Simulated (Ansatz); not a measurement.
In doubt: masses and optical values from hybrid runs of this build are listed as unsure (in some of the runs), which bears on the screening that GW takes from such a start.

BaSrLaSbO6 (F-43m), computed twice by G0W0.

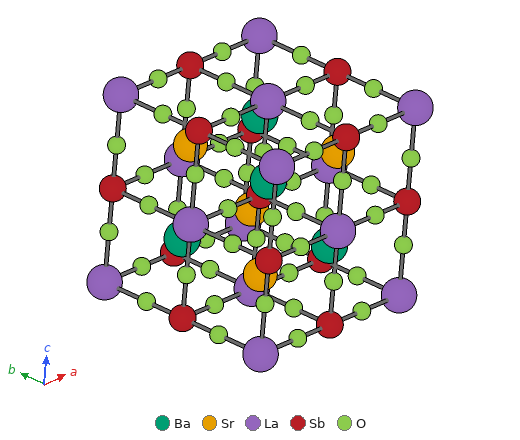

The structure (barium teal, strontium orange, lanthanum purple, antimony red, oxygen green). Some periodic images of atoms are drawn too.

It takes space group F-43m (No. 216, cubic). The conventional cell has a = 8.691 Å, b = 8.691 Å, c = 8.691 Å, α = 90.00°, β = 90.00°, γ = 90.00°. Nearest to Ba lie 12 O at 3.08 Å. Nearest to Sr lie 12 O at 3.08 Å. Nearest to La lie 6 O at 2.34 Å. Nearest to Sb lie 6 O at 2.01 Å. O has 1 Sb at 2.01 Å and 1 La at 2.34 Å and 2 Ba at 3.08 Å and 2 Sr at 3.08 Å nearest. Farther neighbours and most contacts between anions are not listed.

```
Ba Sr La Sb O
1.0
     0.00000    4.34537    4.34537
     4.34537    0.00000    4.34537
     4.34537    4.34537    0.00000
Ba Sr La Sb O
1 1 1 1 6
Direct
  0.25000 0.25000 0.25000
  0.75000 0.75000 0.75000
  0.00000 0.00000 0.00000
  0.50000 0.50000 0.50000
  0.73123 0.26877 0.26877
  0.26877 0.73123 0.73123
  0.73123 0.73123 0.26877
  0.26877 0.26877 0.73123
  0.26877 0.73123 0.26877
  0.73123 0.26877 0.73123
```

The cell and positions are those that the Materials Project relaxed with its own functionals (PBE, PBE+U or r2SCAN), kept fixed. Spin-orbit coupling is left out unless a run names it.

The first (Ansatz 0.2.0; start PBE, 4×4×4 mesh, 899 empty bands, screening to 180 eV, PAW set soft_1 files; 1 × NVIDIA H100 80GB HBM3 (shared by 6 runs) with 2 threads of AMD EPYC 7R13 (Zen 3), shared host) gave, on its mesh: starting gap 3.61 eV, G0W0 gap 5.08 eV, RPA ε∞ (mean) 4.00, 94 s.

**Question.** The second changes start from PBE to PBE0. What does it give?

It gave: starting gap 5.88 eV, G0W0 gap 6.01 eV, RPA ε∞ (mean) 3.12, 2.1 min. The G0W0 gap moves by +0.93 eV, +2.27 eV from the start and −1.34 eV from the correction. Σc changes by −0.61 eV at the valence top and +0.23 eV at the conduction bottom, and Σx − Vxc between them by −2.18 eV.

Limits: not at the basis limit; f levels unsure; no spin-orbit coupling.

[Paths, hosts, dates, memory and timing lines, banners, echoed tables and standing remarks are left out of the program output.]

[Logs are printed without paths, hosts, clocks, repeated set-up lines and the standing remarks that a program may print on its own settings, such as how far it seeks lower states.]

[Runs of the session that timed out or met a known fault of the program may be left out.]

[Cells called generated may have been cut or substituted from an entry of the Crystallography Open Database or the Materials Project.]

[Hosts, paths, dates, database ids (printed as entryN), source tags and the programs' standing remarks are cut or masked in the printed files.]
